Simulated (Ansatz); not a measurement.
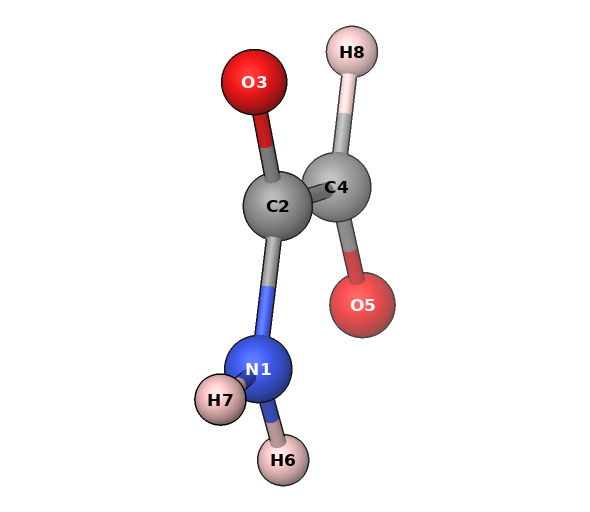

C4 lies behind C2. The molecule seen a little off the C2–C4 bond, C2 in front. Atoms fade into the background with distance from the viewer. Computed geometry: PBE-D4/def2-SVP optimisation. No frequency run is at hand to confirm it as a minimum.

What is the torsion angle O3–C2–C4–O5? The sign is positive where the front bond must turn clockwise to cover the back bond.

Answer. 180°, antiperiplanar (anti).
